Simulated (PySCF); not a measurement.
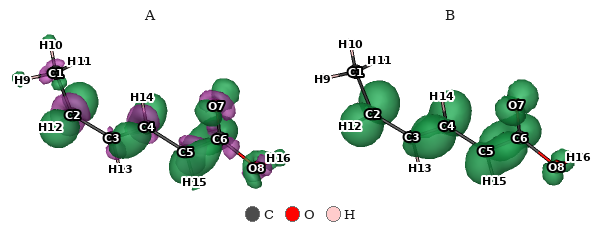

C₆H₈O₂, SMILES `C/C=C\C=C\C(=O)O`. The Fukui function f⁺ from two separate SCF calculations and the density of the LUMO, at ±0.03 e/Å³ (green positive, purple negative).

Level of theory: B3LYP/6-31+G* (PySCF), at a geometry from GFN2-xTB. No frequency check shows the geometry to be a minimum.

The calculation's input:

```python
import numpy as np
from pyscf import gto, scf, dft
from pyscf.scf import atom_ks, atom_hf
from scipy.linalg import block_diag

def solve(mol, dm0=None, hcore=None):
    mf = (dft.UKS if mol.spin else dft.RKS)(mol, xc='b3lyp')
    mf.grids.level = 3
    mf = mf.density_fit(auxbasis='def2-universal-jkfit')
    mf.conv_tol, mf.max_cycle = 1e-8, 80
    if hcore is not None:
        mf.get_hcore = lambda *args: hcore
    mf.kernel(dm0)
    if not mf.converged:
        mf = mf.newton().run(mf.mo_coeff, mf.mo_occ, max_cycle=30)
    assert mf.converged, 'SCF not converged'
    return mf

mol = gto.M(atom='''
C      3.26998     0.93591    -0.00004
C      2.83153    -0.48505     0.00088
C      1.57648    -0.95105     0.00098
C      0.37975    -0.15895     0.00135
C     -0.85850    -0.67767     0.00000
C     -2.03691     0.18618     0.00021
O     -2.03281     1.39477     0.00159
O     -3.18339    -0.52186    -0.00203
H      3.88609     1.12731    -0.88702
H      3.89038     1.12756     0.86783
H      2.43699     1.63060     0.00173
H      3.64339    -1.20224     0.00097
H      1.42188    -2.02279     0.00074
H      0.46560     0.91894     0.00268
H     -1.04653    -1.74037    -0.00124
H     -3.94211     0.08142    -0.00245
''', basis='6-31+g*', charge=0, spin=0, verbose=4)
mf = solve(mol)
out = dict(e0=mf.e_tot, dm0=mf.make_rdm1(), c=mf.mo_coeff, occ=mf.mo_occ, eps=mf.mo_energy)
for name, dq, spin in [('cation', 1, 1), ('anion', -1, 1)]:
    ion = mol.copy().set(charge=mol.charge + dq, spin=spin).build()
    mi = solve(ion)
    if spin and dq > 0 and mol.nao < 130:
        c, _, stable, _ = mi.stability(return_status=True)
        if not stable:
            mi = solve(ion, mi.make_rdm1(c, mi.mo_occ))
    print(name, 'vertical energy change / eV', (mi.e_tot - mf.e_tot) * 27.211386)
    out.update({'e_' + name: mi.e_tot, 'dm_' + name: mi.make_rdm1(), 's2_' + name: mi.spin_square()[0], 'eps_' + name: mi.mo_energy, 'occ_' + name: mi.mo_occ})
# spherically averaged free atoms, for the promolecule
atm = atom_ks.get_atm_nrks(mol, xc='b3lyp')
pro = block_diag(*[(atm[a[0]][2] * atm[a[0]][3]) @ atm[a[0]][2].T for a in mol._atom])
np.savez('result.npz', pro=pro, **out)
```

Run with:

```sh
OMP_NUM_THREADS=1 python input.py
```

The run took 4.6 min on 1 thread of Intel(R) Xeon(R) Processor @ 2.50GHz (Skylake/Cascade Lake), with other jobs on the host, peak memory 0.83 GiB.

Partitions, critical points and surface values were worked out afterwards from this run's density.

Which panel is which, and how good is the frozen-orbital picture?

Answer. A is f⁺ (it has negative regions), B the LUMO density. The LUMO lies on C4 (20 %), C2 (18 %) and C5 (17 %); f⁺ (Hirshfeld-condensed) is largest on C2 (0.13), C4 (0.11) and C5 (0.11); the vertical electron affinity is 0.16 eV (the stability of the anion's solution wasn't checked; the anion's highest orbital has positive energy, so this value and f⁺ depend on the basis). Relaxation shifts 24 % of the electron between atoms. The orbital energy is −2.02 eV.
